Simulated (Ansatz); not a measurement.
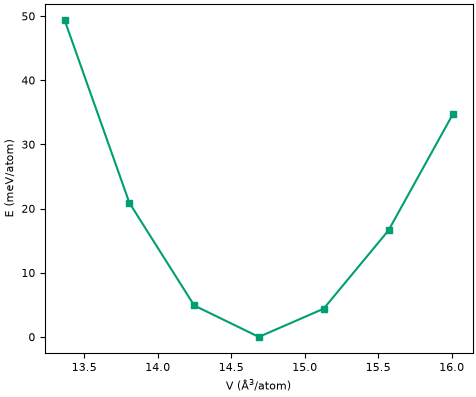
FeGe$_{2}$ in space group P6_222 (No. 180; Fe on 3c, Ge on 6i) under volume change, PBE (plane waves, PAW; program Ansatz), shape and atoms relaxed at each volume.

### Question
What does a third-order Birch–Murnaghan fit give for V₀, B₀ and B′?

### Answer
V₀ = 14.69 Å³/atom, B₀ = 108 GPa, B′ = 4.8.

A made-up cell: these elements were put on the sites of a structure type; neither database checked (COD, Materials Project) lists it. Whether it is the stable phase at ambient conditions was not checked. Symmetry was held in the PBE relaxation; whether a distortion lowers the energy is not shown. Magnetic state: ferromagnetic, chosen from 4 collinear starts compared on coarse meshes (ties went to the first, and starts can fall back to one state), not a proven ground state.

Potentials: the later of the program's two PAW sets.
